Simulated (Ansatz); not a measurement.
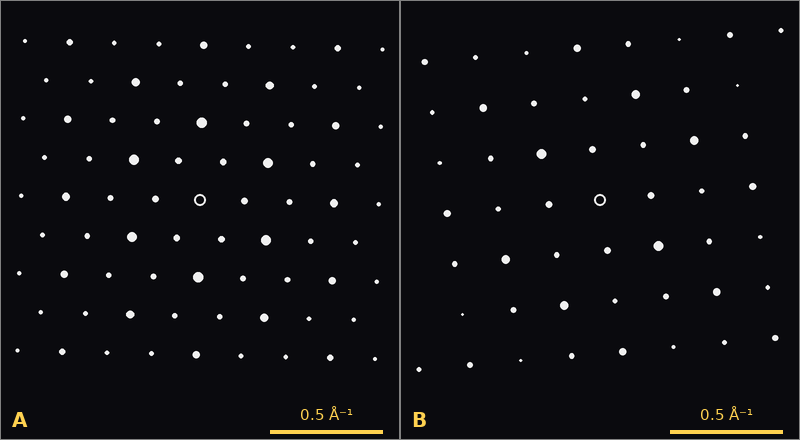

Kinematic electron diffraction patterns (200 kV, B = 0.5 Å², same scale, each along a low-index zone) of two structures of composition NaBi2, each relaxed at zero pressure with DFT PBE, scalar-relativistic, plane waves, PAW in Ansatz 0.2.0.

The structures (standard cells):
1. P6/mmm (No. 191), a = 5.742 Å, c = 3.344 Å (hexagonal axes), 3 atoms; generated start, possibly hypothetical
2. P4_2/mnm (No. 136), a = 6.345 Å, c = 5.975 Å, 6 atoms; generated start, possibly hypothetical

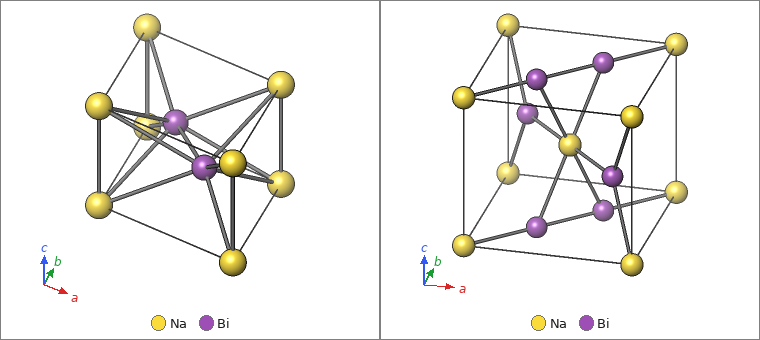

Drawings of the structures 1 to 2, from left to right (each may span several cells).

Which pattern belongs to which structure, and along which zone?

A is structure 1 along [001]: hexagonal net of 1 -1 0 at d = 4.97 Å and 1 0 0 at d = 4.97 Å, 60.0° apart. B is structure 2 along [100] or an equivalent direction: centred rectangular net of 0 1 1 at d = 4.35 Å and 0 -1 1 at d = 4.35 Å, 86.6° apart (some points of this net are extinct or too weak to see).

Which structure lies lowest at this level of theory, and by how much?

Structure 1 (P6/mmm, 31.82 Å³ an atom) is the lowest of these; structure 2 (P4_2/mnm, 40.09 Å³ an atom) lies about 460 meV an atom higher. These are static energies at 0 K; other structures, not shown, may lie lower still.
